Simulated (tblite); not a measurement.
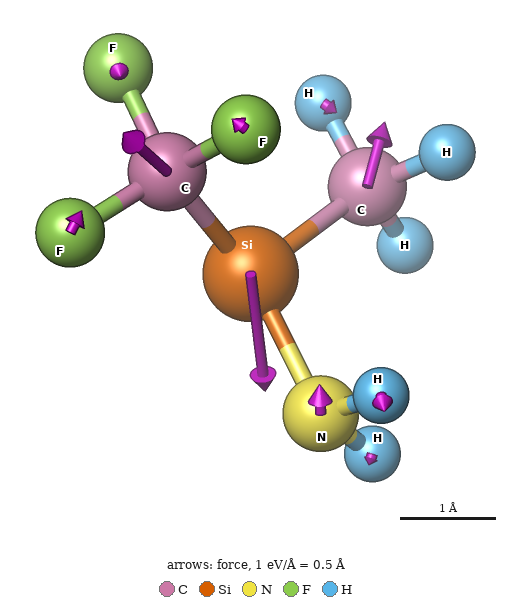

Starting geometry of C$_{2}$H$_{5}$F$_{3}$NSi (multiplicity 2) with the computed forces as purple arrows. A ball-and-stick model, seen from a free direction.

These are results of tblite, GFN2-xTB geometry optimisation, gas phase, not measurements. 

What follows when this structure is relaxed?

It isn't relaxed: the largest force vector, on the Si atom, is 3.20 eV/Å. The final displacements have little in common with the starting forces (cosine between the two patterns 0.17). An H atom moves most after the best rigid fit: 1.06 Å. Largest moves by element: H 1.06 Å, F 0.50 Å, Si 0.28 Å, N 0.24 Å, C 0.21 Å. Some distances before and after: C–Si 1.829 → 1.962 Å, C–Si 1.849 → 1.898 Å, N–Si 1.738 → 1.723 Å, C–H 1.099 → 1.086 Å. Among the angles between lasting bonds that change: N–Si–C 119.5° → 99.8°, Si–N–H 110.4° → 120.8°, C–Si–C 113.0° → 107.9°. Over 110 geometry steps the energy falls by 53.1 kJ/mol. Cost: 0.51 s on 1 thread of Arm Neoverse V2, with other jobs on the host.
